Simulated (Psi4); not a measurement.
**CH4FSi (SMILES C[SiH]F) at UMP2/aug-cc-pVDZ**

Aim: the vertical electron affinity of CH4FSi at UMP2/aug-cc-pVDZ, from 2 runs. 

The results are computed with Psi4 1.11.

1 further run of the same task is left out (set aside as unsound or not needed). Runs told in other sessions of the task aren't counted.

### 1 The molecule

The species is CH4FSi (7 atoms), meant as a doublet with charge 0. As SMILES, `C[SiH]F`. Geometry: relaxed at PBE0-D4/def2-TZVP.

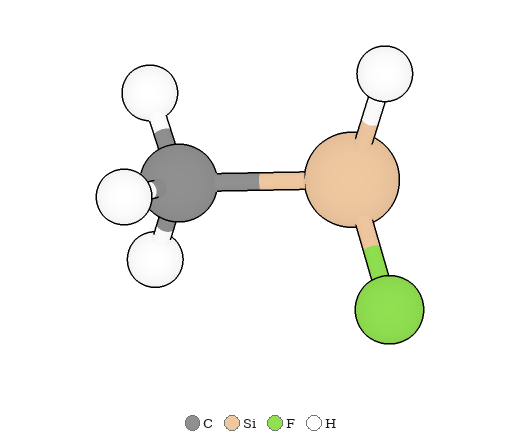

The structure, seen from a chosen angle (carbon grey, silicon light orange, fluorine green, hydrogen white).

### 2 A single-point energy at UMP2/aug-cc-pVDZ

File job.json:

```json
{
  "schema_name": "qcschema_input",
  "schema_version": 1,
  "molecule": {
    "schema_name": "qcschema_molecule",
    "schema_version": 2,
    "symbols": ["C", "Si", "F", "H", "H", "H", "H"],
    "geometry": [-1.23493602, 0.73604833, -0.56313839, 1.73363475, -1.12268629, -0.19672049, 1.21074753, -3.42569552, 1.71889488, -2.73046528, -0.39268509, -1.42504247, -0.88854922, 2.38275567, -1.76065783, -1.89104893, 1.3951848, 1.28425787, 3.80080615, 0.4270781, 0.94240642],
    "molecular_charge": 0,
    "molecular_multiplicity": 2,
    "fix_symmetry": "c1"
  },
  "driver": "energy",
  "model": {
    "method": "mp2",
    "basis": "aug-cc-pVDZ"
  },
  "keywords": {
    "reference": "uhf",
    "puream": true,
    "e_convergence": 1e-09,
    "d_convergence": 1e-08,
    "scf_type": "pk",
    "num_frozen_docc": 7,
    "mp2_type": "conv",
    "maxiter": 100
  }
}
```

Command:

```sh
$ psi4 --qcschema job.json -n 1 --memory 2200MB
```

stdout:

```text
[...]
  Running in c1 symmetry.
[...]
  Nuclear repulsion =  106.882452003914793
[...]
  Multiplicity = 2
[...]
  Nalpha       = 17
  Nbeta        = 16
[...]
    Number of basis functions: 109
[...]
   @UHF iter   1:  -428.48759171183190   -7.14834e-01   4.28520e-03 ADIIS/DIIS
[...]
   @UHF iter  13:  -428.60841126836277   -2.34195e-11   8.25038e-09 DIIS
[...]
   @S^2 Observed:                7.530059551E-01
[...]
    Orbital Energies [Eh]
    ---------------------
    Alpha Occupied:
       1A    -68.835299     2A    -26.292107     3A    -11.230489
       4A     -6.177662     5A     -4.288894     6A     -4.281753
       7A     -4.279916     8A     -1.586456     9A     -0.967741
      10A     -0.757627    11A     -0.666172    12A     -0.661116
      13A     -0.610232    14A     -0.574939    15A     -0.563212
      16A     -0.471927    17A     -0.338125
    Alpha Virtual:
      18A      0.035285    19A      0.050148    20A      0.052277
      21A      0.055527    22A      0.080156    23A      0.081905
      24A      0.086341    25A      0.137117    26A      0.147607
[...]
  @UHF Final Energy:  -428.60841126836277
   => Energetics <=
    Nuclear Repulsion Energy =            106.8824520039147927
    One-Electron Energy =                -806.3137054148685365
    Two-Electron Energy =                 270.8228421425910142
    Total Energy =                       -428.6084112683627723
  UHF NO Occupations:
  HONO-2 :   15  A 1.9998420
  HONO-1 :   16  A 1.9988246
  HONO-0 :   17  A 1.0000000
  LUNO+0 :   18  A 0.0011754
  LUNO+1 :   19  A 0.0001580
[...]
 Multipole Moments:
 ------------------------------------------------------------------------------------
     Multipole            Electronic (a.u.)      Nuclear  (a.u.)        Total (a.u.)
 ------------------------------------------------------------------------------------
 L = 1.  Multiply by 2.5417464519 to convert [e a0] to [Debye]
 Dipole X            :          2.5304706           -2.7379416           -0.2074710
 Dipole Y            :         -4.9671736            5.5794419            0.6122683
 Dipole Z            :          1.4216742           -1.7976209           -0.3759467
 Magnitude           :                                                    0.7478319
[...]
	SCS-MP2 Total Energy (a.u.)        :  -429.04677458950653
	SOS-MP2 Total Energy (a.u.)        :  -429.01096112468042
	SCSN-MP2 Total Energy (a.u.)       :  -428.79750636264453
[...]
	SOS-PI-MP2 Total Energy (a.u.)     :  -429.07805276740004
[...]
	MP2 Total Energy (a.u.)            :  -429.05130987643906
[...]
```

The result, in JSON:

```text
{
 "driver": "energy",
 "model": {
  "method": "mp2",
  "basis": "aug-cc-pVDZ"
 },
 "success": true,
 "return_result": -429.05130987643906,
 "properties": {
  "calcinfo_nbasis": 109,
  "calcinfo_nmo": 109,
  "calcinfo_nalpha": 17,
  "calcinfo_nbeta": 16,
  "calcinfo_natom": 7,
  "nuclear_repulsion_energy": 106.88245200391479,
  "return_energy": -429.05130987643906,
  "scf_one_electron_energy": -806.3137054148685,
  "scf_two_electron_energy": 270.822842142591,
  "scf_dipole_moment": [-0.20747099327342866, 0.612268254844528, -0.3759467162433723],
  "scf_total_energy": -428.6084112683628,
  "scf_iterations": 13,
  "mp2_same_spin_correlation_energy": -0.10744039447826588,
  "mp2_opposite_spin_correlation_energy": -0.33545821359804395,
  "mp2_singles_energy": 0.0,
  "mp2_doubles_energy": -0.4428986080763099,
  "mp2_correlation_energy": -0.4428986080762911,
  "mp2_total_energy": -429.05130987643906
 }
}
```

Run time: 9.9 s. Hardware: 1 thread of Intel Xeon 6975P-C (Granite Rapids), shared host; peak memory 0.76 GiB.

### 3 The singlet anion, same level

File ch4fsi.xyz:

```xyz
7
CH4FSi
C     -0.653500     0.389500    -0.298000
Si     0.917400    -0.594100    -0.104100
F      0.640700    -1.812800     0.909600
H     -1.444900    -0.207800    -0.754100
H     -0.470200     1.260900    -0.931700
H     -1.000700     0.738300     0.679600
H      2.011300     0.226000     0.498700
```

File ch4fsi_ase.py:

```python
import numpy as np
from ase.calculators.psi4 import Psi4
from ase.io import read

mol = read('ch4fsi.xyz')
calc = Psi4(atoms=mol, method='mp2', basis='aug-cc-pVDZ', memory='2200MB', num_threads=1, charge=-1, multiplicity=1, label='calc')
calc.psi4.set_options({'puream': True, 'e_convergence': 1e-09, 'd_convergence': 1e-08, 'scf_type': 'pk', 'num_frozen_docc': 7, 'mp2_type': 'conv'})
mol.calc = calc

print(f'energy: {mol.get_potential_energy():.6f} eV')
```

Command:

```sh
$ python ch4fsi_ase.py
```

calc.dat:

```text
[...]
  Running in c1 symmetry.
[...]
  Nuclear repulsion =  106.882451970993884
[...]
  Multiplicity = 1
[...]
  Nalpha       = 17
  Nbeta        = 17
[...]
    Number of basis functions: 109
[...]
   @RHF iter   1:  -428.42586350042484   -6.53106e-01   4.79463e-03 ADIIS/DIIS
[...]
   @RHF iter  13:  -428.58967537579940   -1.90425e-11   4.68997e-09 DIIS
[...]
    Orbital Energies [Eh]
    ---------------------
    Doubly Occupied:
       1A    -68.580521     2A    -26.085564     3A    -11.042038
       4A     -5.923010     5A     -4.029877     6A     -4.027975
       7A     -4.026834     8A     -1.381339     9A     -0.776452
      10A     -0.544110    11A     -0.460082    12A     -0.457940
      13A     -0.397612    14A     -0.387005    15A     -0.368923
      16A     -0.260721    17A     -0.023915
[...]
  @RHF Final Energy:  -428.58967537579940
   => Energetics <=
    Nuclear Repulsion Energy =            106.8824519709938841
    One-Electron Energy =                -813.3964182721551879
    Two-Electron Energy =                 277.9242909253619018
    Total Energy =                       -428.5896753757994020
[...]
 Multipole Moments:
 ------------------------------------------------------------------------------------
     Multipole            Electronic (a.u.)      Nuclear  (a.u.)        Total (a.u.)
 ------------------------------------------------------------------------------------
 L = 1.  Multiply by 2.5417464519 to convert [e a0] to [Debye]
 Dipole X            :          1.5236897           -2.7379416           -1.2142520
 Dipole Y            :         -5.0077859            5.5794419            0.5716559
 Dipole Z            :          3.1550801           -1.7976210            1.3574592
 Magnitude           :                                                    1.9088986
[...]
	SCS-MP2 Total Energy (a.u.)        :  -429.06106332618890
	SOS-MP2 Total Energy (a.u.)        :  -429.05909875322584
	SCSN-MP2 Total Energy (a.u.)       :  -428.79070643126022
[...]
	SOS-PI-MP2 Total Energy (a.u.)     :  -429.09520824379712
[...]
	MP2 Total Energy (a.u.)            :  -429.06499247211480
[...]
```

On the terminal:

```text
energy: -11675.453140 eV
```

Wall time 8.4 s (1 thread of Intel Xeon 6975P-C (Granite Rapids), shared host); peak memory 0.76 GiB.

### 4 Summary of results

Level: UMP2/aug-cc-pVDZ, 7 core orbitals frozen.

| quantity | value |
| --- | --- |
| doublet CH4FSi: total energy | -429.05131 Eh |
| doublet CH4FSi: HOMO energy (Hartree–Fock orbitals) (highest over α and β) | -9.20 eV |
| doublet CH4FSi: LUMO energy (Hartree–Fock orbitals) (lowest over α and β) | 0.77 eV |
| doublet CH4FSi: correlation energy (7 core orbitals frozen) | -442.9 mEh |
| doublet CH4FSi: ⟨S²⟩ of the reference determinant | 0.753 |
| singlet anion: total energy | -429.06499 Eh |
| singlet anion: HOMO energy (Hartree–Fock orbitals) | -0.65 eV |
| singlet anion: LUMO energy (Hartree–Fock orbitals) | 3.91 eV |
| singlet anion: HOMO–LUMO gap (to an unbound level, set by the basis) | 4.56 eV |
| singlet anion: correlation energy (7 core orbitals frozen) | -475.3 mEh |
| vertical electron affinity (to the singlet anion) | 0.372 eV |

At fixed nuclei the extra electron is bound by 0.37 eV (8.6 kcal/mol).
